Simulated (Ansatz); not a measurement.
```json
{"atom": "Si", "x (Å)": "0.0039", "y (Å)": "0.0027", "z (Å)": "0.0402"}
{"atom": "H", "x (Å)": "0.0045", "y (Å)": "-0.0154", "z (Å)": "1.5156"}
{"atom": "N", "x (Å)": "1.6018", "y (Å)": "0.3503", "z (Å)": "-0.5467"}
{"atom": "C", "x (Å)": "2.7983", "y (Å)": "0.5938", "z (Å)": "0.2518"}
{"atom": "C", "x (Å)": "3.8716", "y (Å)": "-0.4711", "z (Å)": "0.0378"}
{"atom": "H", "x (Å)": "1.7948", "y (Å)": "0.3328", "z (Å)": "-1.5509"}
{"atom": "H", "x (Å)": "3.2044", "y (Å)": "1.5888", "z (Å)": "-0.0131"}
{"atom": "H", "x (Å)": "2.5023", "y (Å)": "0.6426", "z (Å)": "1.3122"}
{"atom": "H", "x (Å)": "3.5047", "y (Å)": "-1.4658", "z (Å)": "0.3336"}
{"atom": "H", "x (Å)": "4.7578", "y (Å)": "-0.2313", "z (Å)": "0.6441"}
{"atom": "H", "x (Å)": "4.1881", "y (Å)": "-0.5148", "z (Å)": "-1.0166"}
{"atom": "N", "x (Å)": "-1.0896", "y (Å)": "1.2246", "z (Å)": "-0.5346"}
{"atom": "C", "x (Å)": "-1.9200", "y (Å)": "2.1118", "z (Å)": "0.2730"}
{"atom": "C", "x (Å)": "-1.5446", "y (Å)": "3.5819", "z (Å)": "0.1006"}
{"atom": "H", "x (Å)": "-1.1543", "y (Å)": "1.4256", "z (Å)": "-1.5353"}
{"atom": "H", "x (Å)": "-2.9791", "y (Å)": "1.9631", "z (Å)": "-0.0123"}
{"atom": "H", "x (Å)": "-1.8281", "y (Å)": "1.8061", "z (Å)": "1.3279"}
{"atom": "H", "x (Å)": "-0.5059", "y (Å)": "3.7634", "z (Å)": "0.4174"}
{"atom": "H", "x (Å)": "-2.2110", "y (Å)": "4.2086", "z (Å)": "0.7122"}
{"atom": "H", "x (Å)": "-1.6513", "y (Å)": "3.9023", "z (Å)": "-0.9483"}
{"atom": "N", "x (Å)": "-0.5018", "y (Å)": "-1.5449", "z (Å)": "-0.5669"}
{"atom": "C", "x (Å)": "-0.8755", "y (Å)": "-2.7179", "z (Å)": "0.2160"}
{"atom": "C", "x (Å)": "-2.3359", "y (Å)": "-3.1157", "z (Å)": "0.0131"}
{"atom": "H", "x (Å)": "-0.6270", "y (Å)": "-1.6851", "z (Å)": "-1.5722"}
{"atom": "H", "x (Å)": "-0.2178", "y (Å)": "-3.5603", "z (Å)": "-0.0721"}
{"atom": "H", "x (Å)": "-0.6727", "y (Å)": "-2.5039", "z (Å)": "1.2778"}
{"atom": "H", "x (Å)": "-3.0124", "y (Å)": "-2.3080", "z (Å)": "0.3318"}
{"atom": "H", "x (Å)": "-2.5610", "y (Å)": "-4.0145", "z (Å)": "0.6066"}
{"atom": "H", "x (Å)": "-2.5443", "y (Å)": "-3.3498", "z (Å)": "-1.0431"}
```

Geometry: r2SCAN-D4/def2-SVP.

The calculation used UKS PBE0-D4/def2-TZVP (Ansatz 0.2.0).

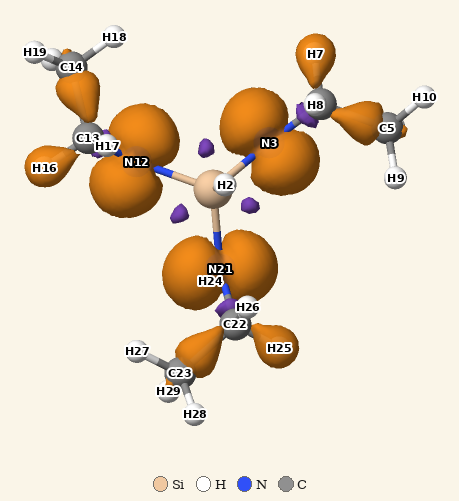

C$_{6}$H$_{19}$N$_{3}$Si (SiH(NHEt)3) (charge +1, doublet). Isosurfaces of the spin density (α minus β) at +0.015 (orange) and −0.015 e/Å³ (purple), seen at a tilt.

**Describe the spin distribution.**

The unpaired spin (1 electron) lies mostly on N3 (about 0.3), N21 (about 0.3) and N12 (about 0.3), in electrons by Hirshfeld's partition.
